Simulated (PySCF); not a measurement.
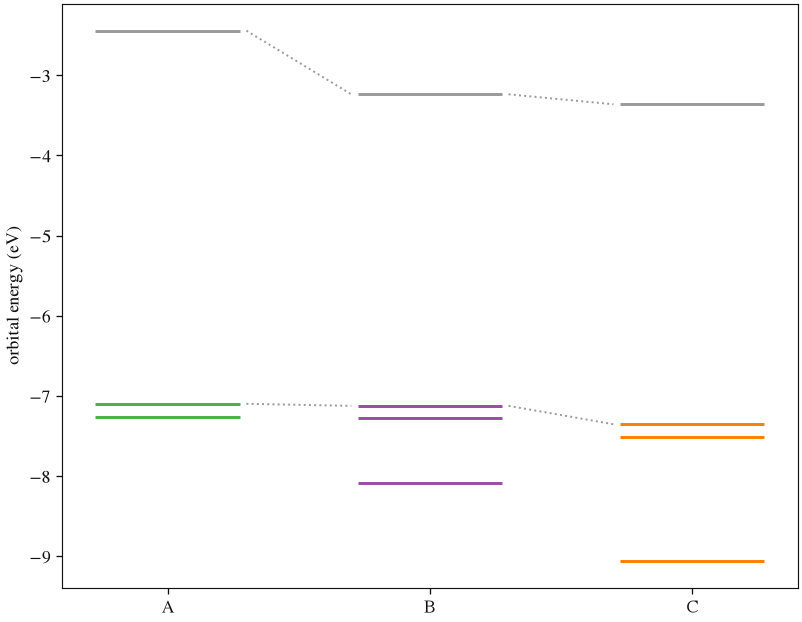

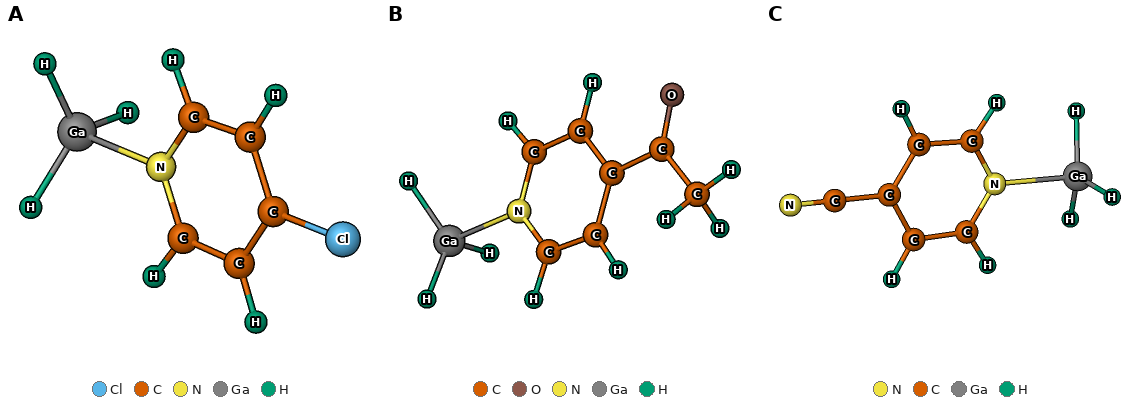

Related molecules: A is C₅H₇ClGaN, SMILES Clc1cc[n+]([GaH3-])cc1, singlet; B is C₇H₁₀GaNO, SMILES CC(=O)c1cc[n+]([GaH3-])cc1, singlet; C is C₆H₇GaN₂, SMILES N#Cc1cc[n+]([GaH3-])cc1, singlet. Frontier orbital energies, B3LYP/def2-SVPD with PySCF 2.14.0, at a PBE0-D3(BJ)/def2-SVP geometry (no frequency check); drawn are at most three filled levels and, in grey, the LUMO with any level within 0.03 eV of it; dotted lines join the HOMOs and the LUMOs.

### What does the change do to the frontier levels?

From A to B the HOMO hardly moves and the LUMO falls by 0.79 eV, so the separation goes from 4.65 to 3.89 eV. From A to C the HOMO falls by 0.26 eV and the LUMO falls by 0.92 eV, so the separation goes from 4.65 to 3.99 eV.

### Does the ΔSCF ionisation energy follow the HOMO?

A: −ε(HOMO) 7.10, ΔSCF 9.26 eV; B: −ε(HOMO) 7.12, ΔSCF 9.37 eV; C: −ε(HOMO) 7.35, ΔSCF 9.59 eV.

Limits of at least one run: one conformer of a flexible molecule.
